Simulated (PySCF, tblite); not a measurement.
**C8H7O radical: geometry, infrared bands and EPR parameters**

What infrared bands and EPR parameters should C8H7O radical (`C=C1C=C[C]=C1C(C)=O`) show?

Programs: tblite 0.8.0 and PySCF 2.14.0, with density-fitted response routines of our own. Each step states its level of theory. These are calculated values for one molecule in the gas phase, unless marked as measured. Atoms count from 0, in the outputs and in this text.

## (1) Starting geometry

16 atoms, charge 0, multiplicity 2; geometry from: force field or distance geometry start.

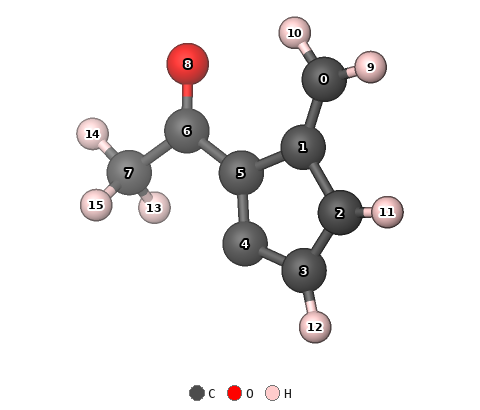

As it starts; carbon dark grey, oxygen red, hydrogen pink, atoms numbered; sticks join atoms by distance.

## (2) Optimising the geometry with GFN2-xTB

Job settings and geometry (Å):

```
{"job": {"kind": "relax", "xc": "GFN2-xTB", "basis": "xTB"}, "charge": 0, "multiplicity": 2}
C      0.992100     2.090400     0.378200
C      1.010400     0.784500     0.122800
C      2.262100    -0.000600    -0.024400
C      1.886200    -1.265400    -0.271200
C      0.466200    -1.297000    -0.242600
C     -0.112000    -0.149200    -0.030900
C     -1.558400     0.111900     0.033300
C     -2.481600    -1.056600    -0.167100
O     -2.001000     1.231500     0.254500
H      1.889300     2.674300     0.481900
H      0.042600     2.627700     0.489100
H      3.251700     0.391200     0.035400
H      2.529600    -2.118800    -0.419000
H     -2.335500    -1.487500    -1.170200
H     -3.527800    -0.710600    -0.093000
H     -2.321600    -1.816800     0.611700
```

Launch:

```console
$ OMP_NUM_THREADS=1 python probes_run.py task.json out
```

This one command runs all jobs of the session in turn.

Log:

```text
step      E/eV     max force
  0    -668.86877    2.811
  1    -668.95257    1.977
  2    -668.99232    0.581
  3    -669.00113    0.485
  4    -669.00789    0.220
  5    -669.01518    0.209
  6    -669.01811    0.192
  7    -669.02241    0.181
  8    -669.02581    0.151
  9    -669.02827    0.116
 10    -669.02992    0.127
 11    -669.03157    0.141
 12    -669.03310    0.112
 13    -669.03408    0.079
 14    -669.03466    0.073
 15    -669.03522    0.075
 16    -669.03585    0.078
 17    -669.03639    0.065
 18    -669.03681    0.066
 19    -669.03716    0.076
 20    -669.03751    0.071
 21    -669.03781    0.046
 22    -669.03803    0.034
 23    -669.03819    0.035
 24    -669.03832    0.025
 25    -669.03840    0.018
 26    -669.03845    0.016
 27    -669.03848    0.017
 28    -669.03850    0.012
 29    -669.03851    0.008
```

Wall time 0.15 s (1 thread of Arm Neoverse V2, shared host).

The steps of the relaxation:

| step | energy from step 0 (eV) | largest force (eV/Å) |
| --- | --- | --- |
| 0 | 0.0000 | 2.8113 |
| 1 | -0.0838 | 1.9767 |
| 2 | -0.1235 | 0.5811 |
| 3 | -0.1324 | 0.4849 |
| 4 | -0.1391 | 0.2197 |
| 5 | -0.1464 | 0.2095 |
| 6 | -0.1493 | 0.1919 |
| 7 | -0.1536 | 0.1805 |
| 8 | -0.1570 | 0.1513 |
| 9 | -0.1595 | 0.1161 |
| 10 | -0.1611 | 0.1270 |
| 11 | -0.1628 | 0.1406 |
| 12 | -0.1643 | 0.1125 |
| 13 | -0.1653 | 0.0793 |
| 14 | -0.1659 | 0.0733 |
| 15 | -0.1664 | 0.0751 |
| 16 | -0.1671 | 0.0781 |
| 17 | -0.1676 | 0.0646 |
| 18 | -0.1680 | 0.0664 |
| 19 | -0.1684 | 0.0762 |
| 20 | -0.1687 | 0.0713 |
| 21 | -0.1690 | 0.0460 |
| 22 | -0.1693 | 0.0345 |
| 23 | -0.1694 | 0.0351 |
| 24 | -0.1695 | 0.0252 |
| 25 | -0.1696 | 0.0177 |
| 26 | -0.1697 | 0.0163 |
| 27 | -0.1697 | 0.0171 |
| 28 | -0.1697 | 0.0121 |
| 29 | -0.1697 | 0.0081 |

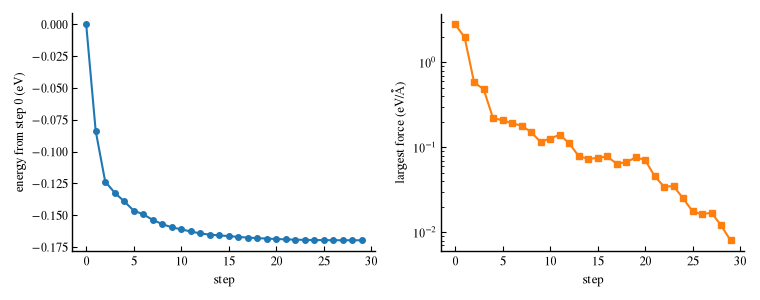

Energy and largest force along the relaxation.

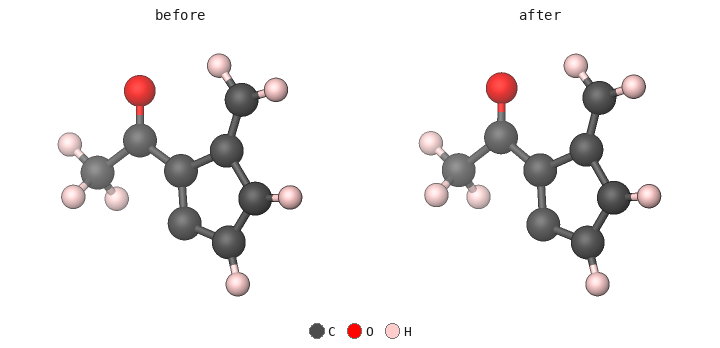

Before and after, at one scale.

Close pairs (by a distance rule), those that changed most:

| bond | before (Å) | after (Å) | change (Å) |
| --- | --- | --- | --- |
| C4–C5 | 1.303 | 1.345 | +0.043 |
| C1–C2 | 1.485 | 1.462 | -0.023 |
| C1–C5 | 1.468 | 1.490 | +0.022 |
| C0–H10 | 1.097 | 1.077 | -0.019 |
| C7–H14 | 1.104 | 1.087 | -0.018 |
| C5–C6 | 1.471 | 1.455 | -0.016 |
| C7–H13 | 1.101 | 1.088 | -0.014 |
| C7–H15 | 1.100 | 1.088 | -0.012 |

The next job starts from the end point, and lists it.

## (3) Harmonic vibrations with GFN2-xTB

Job settings and geometry (Å):

```
{"job": {"kind": "ir", "xc": "GFN2-xTB", "basis": "xTB"}, "charge": 0, "multiplicity": 2}
C      0.928379     2.083636     0.377506
C      1.019740     0.777416     0.131989
C      2.232730    -0.021648    -0.031476
C      1.883726    -1.307264    -0.266782
C      0.453445    -1.363157    -0.260547
C     -0.120657    -0.168103    -0.031183
C     -1.533955     0.167369     0.047635
C     -2.453432    -1.015519    -0.161298
O     -1.955856     1.286254     0.260386
H      1.811918     2.694165     0.481242
H     -0.031090     2.562677     0.478370
H      3.227351     0.380881     0.032393
H      2.534884    -2.145153    -0.430937
H     -2.265541    -1.452921    -1.139315
H     -3.490324    -0.697771    -0.092563
H     -2.248916    -1.771921     0.593169
```

Log:

```text
mode    cm-1     km/mol
  1      29.4      6.80
  2      79.5      2.27
  3     133.1      0.26
  4     173.7      7.23
  5     194.2      0.68
  6     293.6      0.61
  7     391.5      0.85
  8     401.0      1.96
  9     482.6      0.63
 10     532.5      4.80
 11     606.7     21.39
 12     623.7      0.09
 13     666.0      1.58
 14     715.7      1.75
 15     779.7      9.45
 16     789.1     13.89
 17     852.9      1.80
 18     919.5     24.43
 19     928.5      0.50
 20     958.5     42.51
 21     987.8     20.97
 22    1033.1      2.33
 23    1073.5      6.29
 24    1106.1     33.40
 25    1199.0      3.37
 26    1251.6    144.24
 27    1283.1      2.38
 28    1363.8     28.04
 29    1366.3      6.57
 30    1451.3      8.31
 31    1455.2      9.57
 32    1488.9    103.66
 33    1571.1     99.90
 34    1668.5     20.30
 35    1712.5    326.04
 36    3028.7     11.73
 37    3034.1      3.54
 38    3056.5     15.15
 39    3080.6      7.51
 40    3126.7      9.60
 41    3131.1      9.81
 42    3149.2     30.36
```

It took 0.42 s on 1 thread of Arm Neoverse V2, shared host.

Which atoms move in the most intense modes:

| cm⁻¹ | km/mol | atoms |
| --- | --- | --- |
| 958 | 42.5 | C7 26 %, C6 17 %, H15 11 %, H13 11 % |
| 1106 | 33.4 | H11 31 %, C4 26 %, C3 11 % |
| 1252 | 144.2 | C5 34 %, C6 30 % |
| 1364 | 28.0 | H13 28 %, H15 28 %, H14 23 %, C7 20 % |
| 1489 | 103.7 | C2 41 %, C3 32 %, C5 15 % |
| 1571 | 99.9 | C5 40 %, C4 29 %, C3 11 % |
| 1712 | 326.0 | C6 62 %, O8 36 % |
| 3149 | 30.4 | H12 82 % |

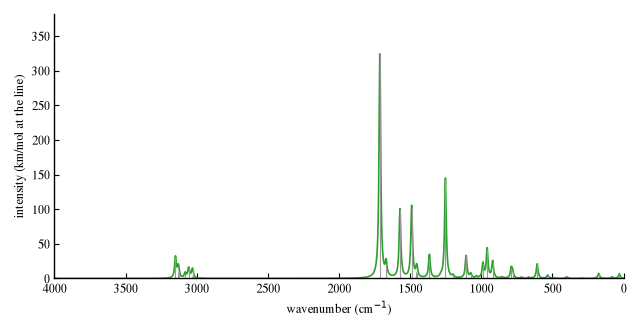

The infrared spectrum from these modes, unscaled. Lines are broadened to a width of 14 cm⁻¹ (Lorentzian).

## (4) g tensor and hyperfine couplings: B3LYP/pcH-1

The job, as its differences from that of step 3:

```diff
@@ -1,2 +1,2 @@
-{"job": {"kind": "ir", "xc": "GFN2-xTB", "basis": "xTB"}, "charge": 0, "multiplicity": 2}
+{"job": {"kind": "epr", "basis": "pcH-1"}, "charge": 0, "multiplicity": 2}
 C      0.928379     2.083636     0.377506
```

With the program's defaults for keys left out, this is: UKS B3LYP, pcH-1 on C H O, non-relativistic, mean-field spin-orbit, GIAO.

Log:

```text
UKS, coarse grid
  cycle   1  E = -384.01837408  |g| = 6.24e-01
  cycle   2  E = -381.58647169  |g| = 1.94e+00
  cycle   3  E = -384.00514809  |g| = 5.32e-01
  cycle   4  E = -384.16234799  |g| = 1.73e-01
  cycle   5  E = -384.16130602  |g| = 1.67e-01
  cycle   6  E = -384.17694384  |g| = 2.86e-02
  cycle   7  E = -384.17733211  |g| = 1.27e-02
  cycle   8  E = -384.17742790  |g| = 5.64e-03
  cycle   9  E = -384.17745748  |g| = 2.58e-03
  cycle  10  E = -384.17747342  |g| = 1.49e-03
  cycle  11  E = -384.17748614  |g| = 8.78e-04
  cycle  12  E = -384.17748896  |g| = 5.91e-04
UKS, final grid
  cycle   1  E = -384.17749080  |g| = 1.06e-03
  cycle   2  E = -384.17748901  |g| = 2.25e-03
  cycle   3  E = -384.17749143  |g| = 2.75e-04
  cycle   4  E = -384.17749147  |g| = 9.75e-05
  cycle   5  E = -384.17749150  |g| = 8.06e-05
  cycle   6  E = -384.17749153  |g| = 3.02e-05
  cycle   7  E = -384.17749153  |g| = 1.65e-05
E = -384.17749153 Eh   <S^2> = 0.7656 (exact 0.7500)
g shifts (ppm)      1          2          3
  rmc          -166       -166       -166
  gc             23         15          1
  oz_so        -617       -219        738
  total        -759       -369        574
hyperfine (MHz)  atom isotope    a_iso     a_fc   dipolar eigenvalues
    0   13C       5.50       5.50     -8.47      2.38      6.09
    1   13C      65.15      65.15     -6.21     -2.57      8.78
    2   13C      38.42      38.42     -5.52      1.70      3.82
    3   13C      37.93      37.93    -10.86     -4.75     15.62
    4   13C     438.23     438.23    -81.11    -56.27    137.38
    5   13C      29.87      29.87    -21.18      0.45     20.73
    6   13C      11.27      11.27     -1.73     -1.06      2.79
    7   13C      -0.60      -0.60     -1.98      0.05      1.94
    8   17O       1.40       1.40     -4.89     -2.80      7.69
    9    1H      16.43      16.43     -1.39     -1.08      2.47
   10    1H       5.85       5.85     -1.93     -1.46      3.40
   11    1H      12.44      12.44     -3.10     -2.98      6.08
   12    1H      14.80      14.80     -6.84     -5.50     12.34
   13    1H       2.83       2.83     -4.56     -2.51      7.07
   14    1H       1.33       1.33     -1.74     -1.46      3.20
   15    1H       2.79       2.79     -4.53     -2.50      7.03
```

Run time: 88 s. Hardware: 1 thread of Arm Neoverse V2, shared host; peak memory 1.1 GiB.

Principal g values 2.00156, 2.00195, 2.00289; g(iso) = 2.00213, against 2.00232 for a free electron.

Hyperfine couplings; where a row names several nuclei, a(iso) is their mean (it holds for fast rotation or exchange) and the dipolar term the largest among them:

| nuclei | isotope | a(iso) (MHz) | a(iso) (G, at g = 2.0023) | largest dipolar term (MHz) |
| --- | --- | --- | --- | --- |
| C4 | 13C | 438.2 | 156.4 | 137.4 |
| C1 | 13C | 65.2 | 23.2 | 8.8 |
| C2 | 13C | 38.4 | 13.7 | -5.5 |
| C3 | 13C | 37.9 | 13.5 | 15.6 |
| C5 | 13C | 29.9 | 10.7 | -21.2 |
| H9 | 1H | 16.4 | 5.9 | 2.5 |
| H12 | 1H | 14.8 | 5.3 | 12.3 |
| H11 | 1H | 12.4 | 4.4 | 6.1 |
| C6 | 13C | 11.3 | 4.0 | 2.8 |
| H10 | 1H | 5.9 | 2.1 | 3.4 |
| C0 | 13C | 5.5 | 2.0 | -8.5 |
| H13, H14, H15 | 1H | 2.3 | 0.8 | 7.1 |
| O8 | 17O | 1.4 | 0.5 | 7.7 |
| C7 | 13C | -0.6 | -0.2 | -2.0 |

Mulliken spin populations:

C0 -0.05; C1 0.08; C2 0.06; C3 -0.03; C4 1.04; C5 -0.13; C6 0.02; C7 0.01; O8 -0.02; H9 0.01; H10 0.00; H11 0.00; H12 0.01; H13 0.00; H14 0.00; H15 0.00

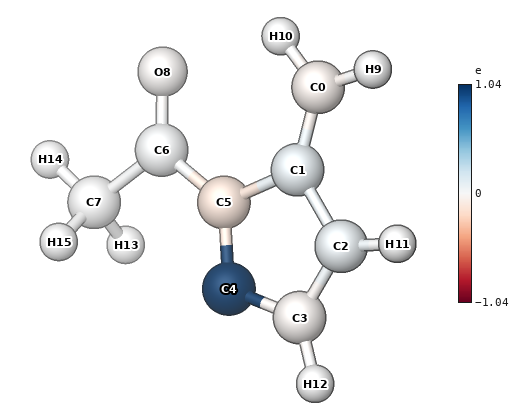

Mulliken spin populations, as colours on the atoms.

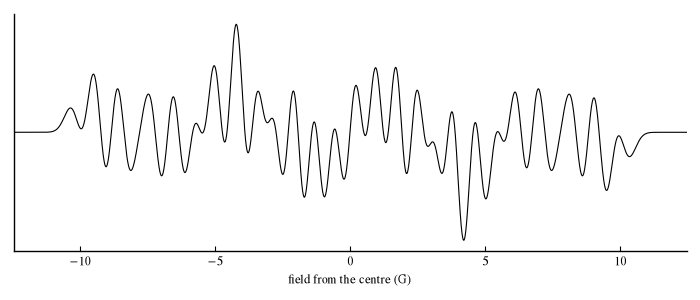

First-order isotropic spectrum (first derivative, main isotopes with spin only, couplings over 0.8 MHz, Gaussian width 0.3 G; couplings of the frozen geometry, rotation of groups not averaged beyond the rows shown).

The fields below are evaluated on a grid from the run's orbitals.

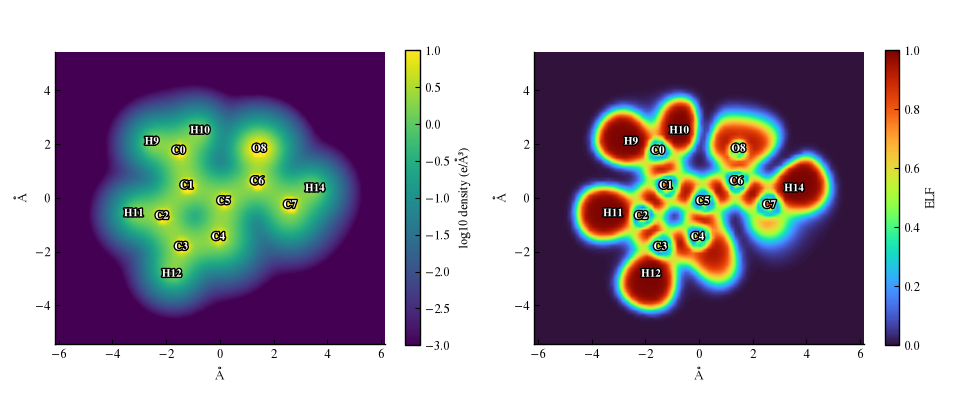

Density (left) and ELF (right) in a plane through or near 14 of the atoms.

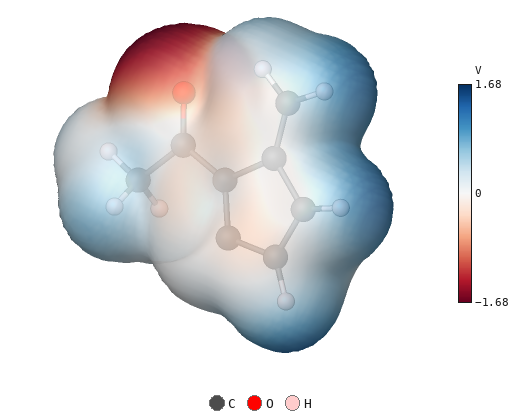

The potential that a unit positive charge feels on the 0.002 e/bohr³ surface, from -1.68 V near O8 to 1.21 V near H11.

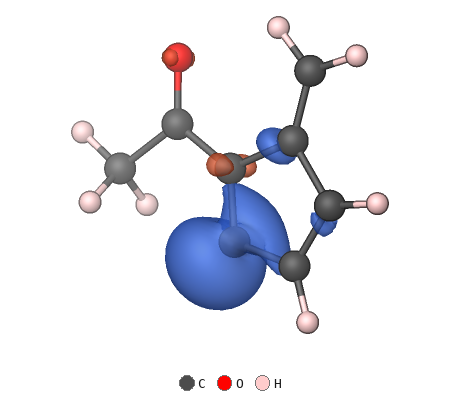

Spin density at ±0.05 e/Å³ (alpha excess blue, beta excess red).

## (5) What came out

| quantity | value |
| --- | --- |
| strongest single infrared mode (GFN2-xTB) | 1712 cm⁻¹, 326 km/mol |
| zero-point energy (GFN2-xTB) | 74.6 kcal/mol |
| g(iso) (B3LYP) | 2.00213 |
| ⟨S²⟩ | 0.766 (exact 0.75) |
| largest a(iso) (averaged by class) | 13C on C4, 438.2 MHz |
| surface potential, least and greatest | -1.68 V and 1.21 V |

What this shows: Over 29 steps the energy fell by 0.170 eV; of the close pairs, C4–C5 changed most, 1.303 to 1.345 Å. All 42 modes are real, so the xTB geometry is a minimum. The strongest single mode, at 1712 cm⁻¹, moves mainly C6 and O8. Unscaled tight-binding wavenumbers are off by several per cent, some by more. Its intensities can rank the bands wrongly. Most of the unpaired spin sits on C4 (1.04 e). The isotropic g lies 0.2 ppt below the free-electron value.
